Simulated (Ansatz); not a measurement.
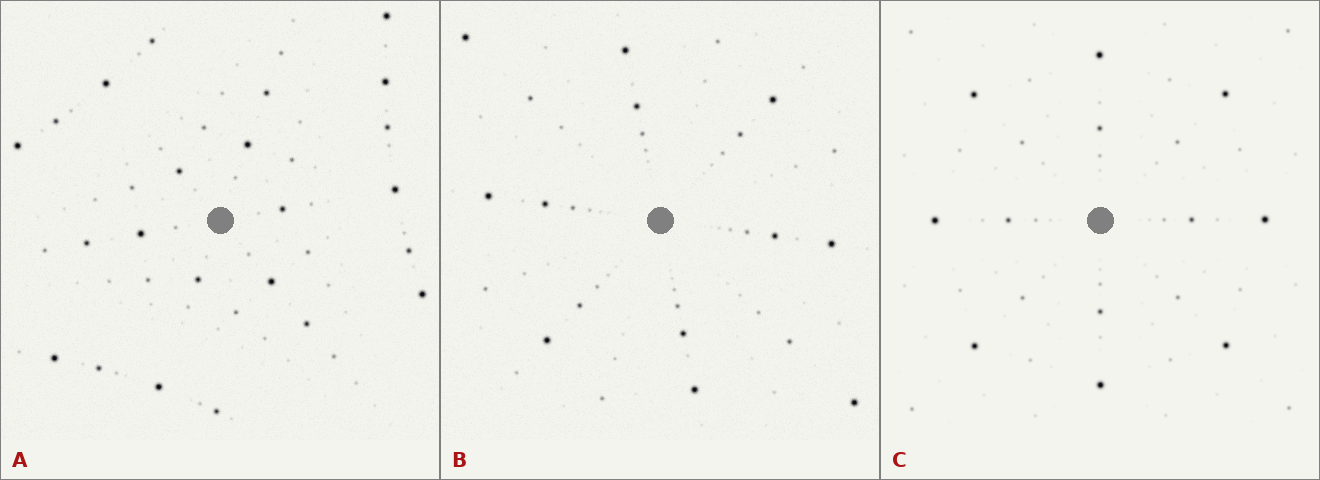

Simulated back-reflection Laue patterns (white X-rays, 0.45 to 2.2 Å, flat plate covering ±45° about the beam, kinematic intensities, seen from the source). Crystal: Li, space group Im-3m (No. 229), a = 3.47 Å. Structure: the input geometry of an electronic-structure calculation (not necessarily at equilibrium).

```
Li
1.0
     3.46622    0.00000    0.00000
     0.00000    3.46622    0.00000
     0.00000    0.00000    3.46622
Li
2
Direct
  0.00000 0.00000 0.00000
  0.50000 0.50000 0.50000
```

### The directions [001], [110], [111] point towards the source, in some order. Which is which?

A: [111], symmetry 3m (a threefold axis with three mirror lines). B: [110], symmetry 2mm (a twofold axis with two mirror lines). C: [001], symmetry 4mm (a fourfold axis with mirror lines). The Laue class is m-3m.
